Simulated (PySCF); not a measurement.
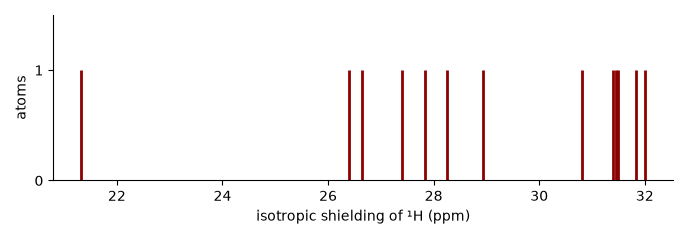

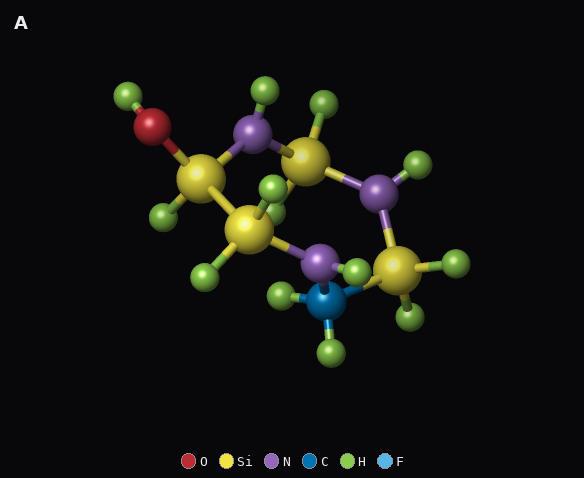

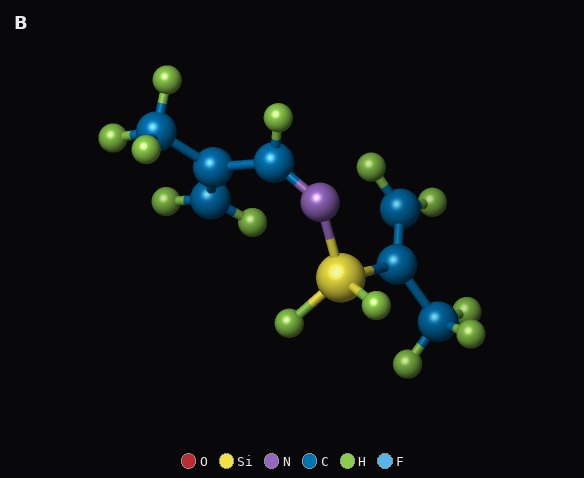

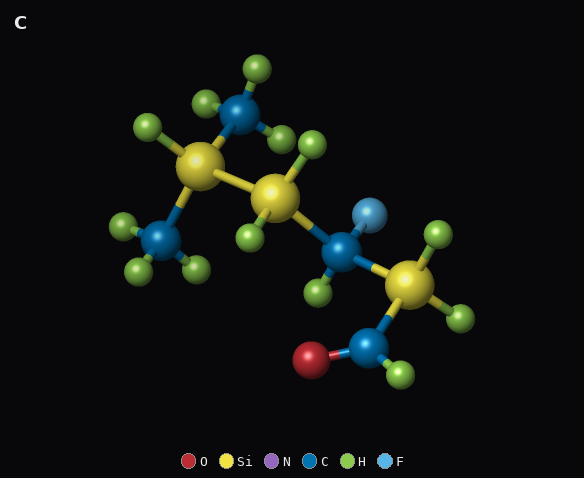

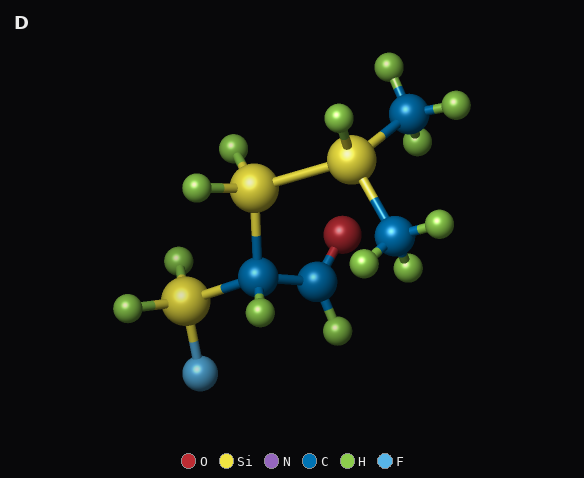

The sticks are computed shieldings of one of the molecules, for one fixed geometry (GFN2-xTB) without averaging over rotations. Low shielding means a high chemical shift. Method: GIAO PBE0/pcSseg-1 NMR shielding, non-relativistic, gas phase (PySCF 2.14.0).

Match the spectrum to a structure.

D, `C[SiH](C)[SiH2][C@H](C=O)[SiH2]F`. Its 13 H atoms give lines at 21.33, 26.39, 26.64, 27.40, 27.84, 28.24, 28.94, 30.82, 31.39, 31.45, 31.49, 31.83, 32.00 ppm.

The geometry is semi-empirical. Around Si such bond lengths and angles can be off by a tenth of an ångström or more and by several degrees, and values that hang on the shape move with them.
